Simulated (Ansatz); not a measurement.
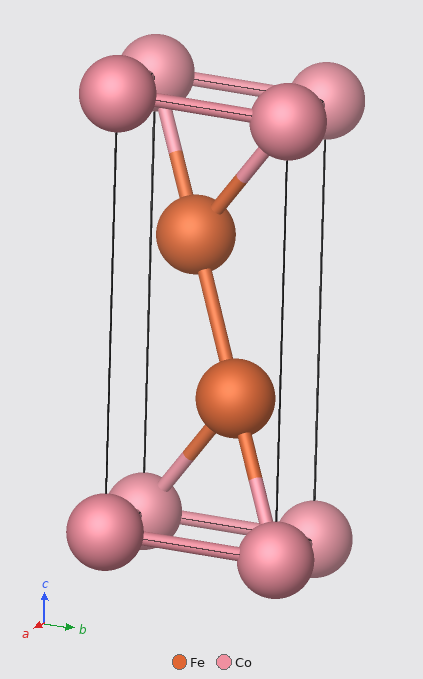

A ball-and-stick rendering, viewed slightly off an axis. Atoms at the boundary of the cell (the run's own, in a reduced setting) (the box) are drawn once for each face, edge or corner they touch.

```
CELL_PARAMETERS angstrom
1.41925 2.01998 0.00000
1.41925 -2.01998 0.00000
-1.41925 0.00000 -6.03104
ATOMIC_POSITIONS crystal
Fe 0.33421 0.33421 0.66843
Fe 0.66579 0.66579 0.33157
Co 0.00000 0.00000 0.00000
```

Theory: Ansatz 0.2.0, DFT PBE, scalar-relativistic, plane waves, PAW. Numerical settings: an energy cutoff of 420 eV, k-points about 0.14 Å⁻¹ apart, Gaussian smearing of 0.1 eV, collinear spins. The state is ferromagnetic.

What net charge does each kind of atom have (Bader)?

Fe +0.05 e; Co -0.10 e. Little charge moves, as in a metallic or covalent solid.

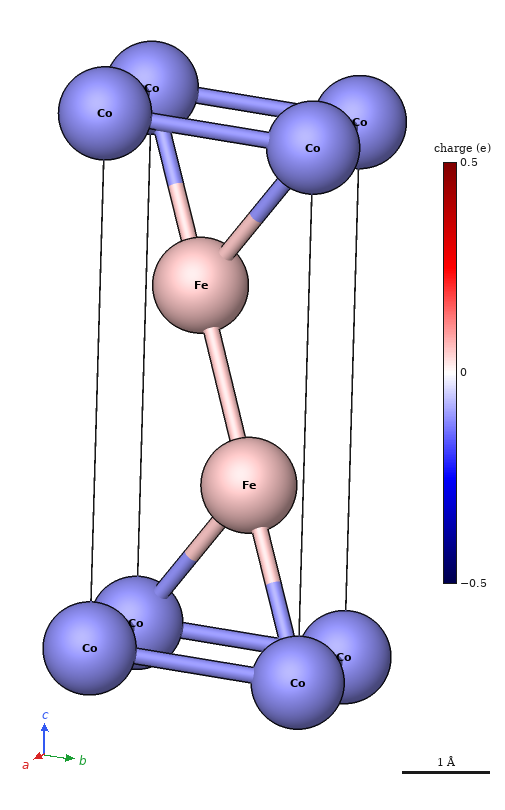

The atoms coloured by those charges.

Provenance: a structure type filled with these elements by a generator (whether the compound takes this form wasn't checked). Earlier steps of the study, as a rule a relaxation of our own, may have changed the cell and positions, so they can lie some per cent off the listed ones. It was run through Ansatz as a DFT input.
